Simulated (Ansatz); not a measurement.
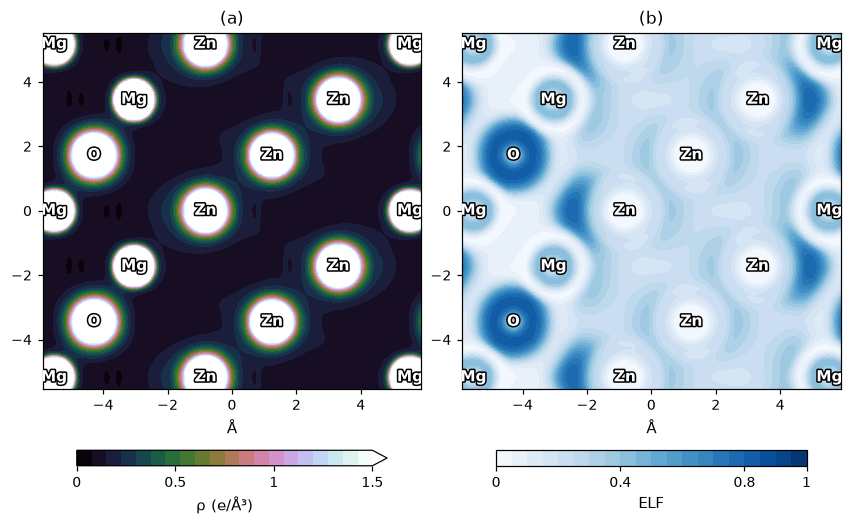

Figure. Mg₂Zn₃O. (a) valence electron density; (b) ELF on the (110) plane of the conventional cell.

Space group P-3m1; a generated structure, not necessarily the stable one; changed on purpose from its base cell (volume × 0.97, shape and atoms relaxed); computed pressure about 2 GPa in this cell.

Level of theory: DFT PBE, scalar-relativistic, plane waves, PAW in Ansatz 0.2.0.

The density is the valence pseudo-density of a PAW calculation; it isn't the true density close to the nuclei.

Input

```
crystal:
  lattice:
    - [2.9895345377, 0.0, 0.0]
    - [-1.4947672689, 2.5890128552, 0.0]
    - [0.0, 0.0, 11.0257336443]
  atoms:
    - { symbol: Mg, position: [0.6666666667, 0.3333333333, 0.888082549] }
    - { symbol: Mg, position: [0.3333333333, 0.6666666667, 0.111917451] }
    - { symbol: Zn, position: [0.3333333333, 0.6666666667, 0.686778626] }
    - { symbol: Zn, position: [0.0, 0.0, 0.5] }
    - { symbol: Zn, position: [0.6666666667, 0.3333333333, 0.313221374] }
    - { symbol: O, position: [0.0, 0.0, 0.0] }
basis:
  ecutwfc: 420
kpoints:
  mp_grid: { grid: [12, 12, 4] }
hamiltonian:
  xc: pbe
scf:
  occupations: { method: gaussian, width: 0.1 }
output:
  forces: true
  stress: true
  eigenvalues: true
  write_density: true
  write_potential: true
  elf: true
  volumetric_format: npy
relax:
  adjacent_minimum: "off"
  f_tol: 0.01
  max_steps: 30
  cell: { stress_tol: 0.1, fix: [volume] }
```

Run with:

```sh
ansatz run input.yaml --threads 1 --pin off --max-ram 2560MiB --backend cpu --events-out ev --progress --plain --runs-dir out
```

Below, planes, directions and counts refer to the conventional cell (a = 2.99 Å, b = 2.99 Å, c = 11.05 Å, α = 90.00°, β = 90.00°, γ = 120.00°).

The fields are those of the run's last geometry, not of the input's.

> What do the fields say about this system?

Atoms in the plane: Mg, Zn and O.
Mg–O (2.13 Å): the density is about 0.32 e/Å³ at the midpoint; the ELF peaks at about 0.85 in the valence shell of O, 0.6 Å from its nucleus, and is about 0.30 at the midpoint.
Zn–Zn (2.69 Å): ρ at the midpoint is about 0.22 e/Å³; the ELF is about 0.30 at the midpoint.
Mg–Zn (2.81 Å): ρ at the midpoint is about 0.18 e/Å³, with its minimum of 0.15 e/Å³ about 1.1 Å from Mg; the ELF reaches about 0.55 near the midpoint.
Between the atoms the lowest density in this plane is 0.06 e/Å³.
The ELF has a maximum of about 0.80 in the space between the atoms, 1.6 Å from four Mg and Zn atoms, on no atom or two-centre bond.
